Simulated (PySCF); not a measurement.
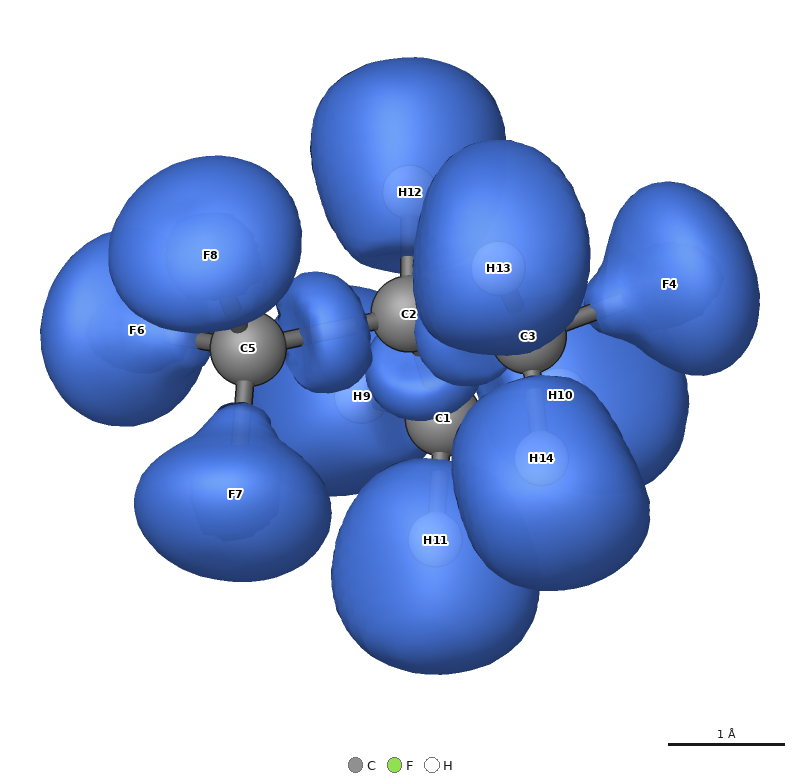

*C4H6F4 (SMILES C[C@H](CF)C(F)(F)F). Isosurface of the electron localisation function at 0.75 (blue), seen from one side. Core shells and regions of very low density are left out.*

Geometry: GFN2-xTB.

Method: PySCF, CAM-B3LYP/def2-SVPD, SCF density, gas phase.

```xyz
14

C    -0.3842    1.3287    0.4884
C    -0.0151   -0.1501    0.3873
C     1.3994   -0.3420   -0.1684
F     2.3091    0.1443    0.7301
C    -1.0030   -0.8773   -0.5134
F    -2.2644   -0.7617   -0.0812
F    -0.9825   -0.4141   -1.7726
F    -0.7473   -2.1936   -0.5923
H    -1.3664    1.4462    0.9385
H     0.3489    1.8401    1.1058
H    -0.3925    1.7863   -0.4985
H    -0.0725   -0.6202    1.3748
H     1.6326   -1.4013   -0.3192
H     1.5372    0.2142   -1.1014
```

### What do the ELF domains correspond to?

At this value the surface marks out three regions between bonded C–C atoms (shared pairs), six regions around hydrogen nuclei and four regions on F in which the atom's valence shell and bonds are merged. Profiles from the grid: C–F (1.34 Å): the ELF peaks at about 0.85 between the atoms; a polar covalent bond. C–C (1.52 Å): the ELF peaks at about 1 between the atoms: a covalent bond.
